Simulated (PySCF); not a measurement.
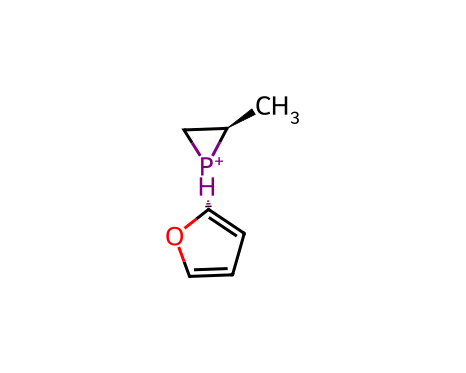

Charge +1, singlet.

**Give its SMILES.**

C[C@@H]1C[P@H+]1c1ccco1

**What is the molecular formula?**

C7H10OP, charge +1.

**An optimisation with PBE0-D3(BJ)/def2-SVP gave a structure of which point group?**

C1.

More results for the same structure follow; atom numbers are the same in all pictures, views and colours differ. The computed structure is the end point of a PBE0-D3(BJ)/def2-SVP optimisation. No frequency run is at hand to confirm it as a minimum.

### Levels of theory compared

No frequency run is at hand to confirm it as a minimum. Program: PySCF 2.14.0.

Compare HOMO energy (eV) at these levels: B3LYP/pcSseg-1; PBE0/pcSseg-1; PBE0/pcSseg-1 in dichloromethane (IEF-PCM); PBE0/pcSseg-1 in methanol (IEF-PCM); ωB97X-D/def2-SVPD; ωB97X-D/def2-SVPD in dichloromethane (IEF-PCM).

```tsv
level	HOMO energy (eV)
B3LYP/pcSseg-1	−11.16
PBE0/pcSseg-1	−11.38
PBE0/pcSseg-1 in dichloromethane (IEF-PCM)	−7.98
PBE0/pcSseg-1 in methanol (IEF-PCM)	−7.68
ωB97X-D/def2-SVPD	−13.12
ωB97X-D/def2-SVPD in dichloromethane (IEF-PCM)	−9.73
```

### Quadrupole coupling

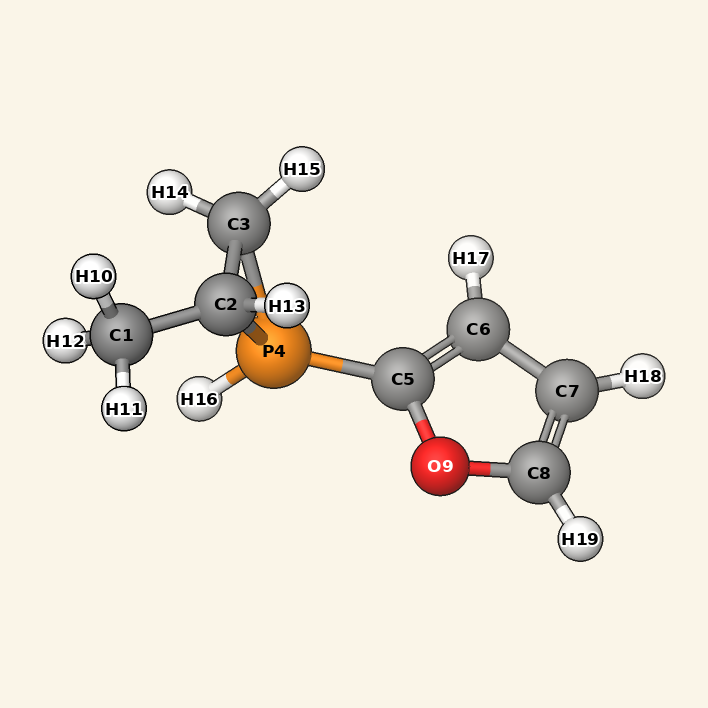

No frequency run is at hand to confirm it as a minimum. Electric field gradients from the ground-state density, PBE0/pcSseg-1 (PySCF 2.14.0), non-relativistic apart from any core potentials.

Give the largest field-gradient component, the quadrupole coupling constant and the asymmetry for 17O at O9 (Q = −25.6 mb), 2H at H10 (Q = 2.86 mb), 2H at H11 (Q = 2.86 mb).

| atom | V_zz (a.u.) | e²qQ/h (MHz) | η |
| --- | --- | --- | --- |
| O9 | 1.487 | −8.94 | 0.01 |
| H10 | 0.283 | 0.190 | 0.04 |
| H11 | 0.288 | 0.193 | 0.04 |

### Ring current

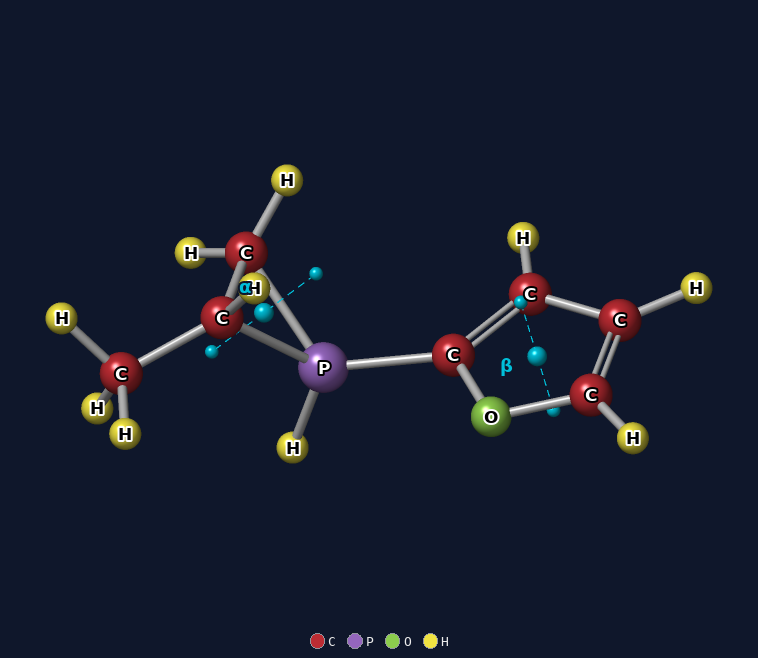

The small points mark where nucleus-independent chemical shifts (NICS) were computed: at the centre of each lettered ring and 1 Å above and below it. No frequency run is at hand to confirm it as a minimum. Level of theory: GIAO PBE0/pcSseg-1 NMR shielding, non-relativistic, IEF-PCM dichloromethane (PySCF 2.14.0).

Give NICS(0), NICS(1) and the out-of-plane component NICS(1)zz for each ring (means of the two sides).

| ring | members | NICS(0) | NICS(1) | NICS(1)zz |
| --- | --- | --- | --- | --- |
| α | C2P | −33.6 | −8.3 | −17.5 |
| β | C4O | −12.2 | −10.9 | −26.9 |

Values in ppm.

**What do the values say about the ring currents?**

Ring β: diatropic, as in an aromatic ring. NICS is one index among several.

### NMR shielding

The questions are on isotropic NMR shieldings of the H atoms. No frequency run is at hand to confirm it as a minimum. Level of theory: GIAO PBE0/pcSseg-1 NMR shielding, non-relativistic, IEF-PCM dichloromethane (PySCF 2.14.0).

Give the isotropic NMR shieldings of the H atoms atom by atom.

| atom | σ (ppm) |
| --- | --- |
| H10 | 29.16 |
| H11 | 29.10 |
| H12 | 30.32 |
| H13 | 28.22 |
| H14 | 28.68 |
| H15 | 28.30 |
| H16 | 25.66 |
| H17 | 23.21 |
| H18 | 24.06 |
| H19 | 23.03 |
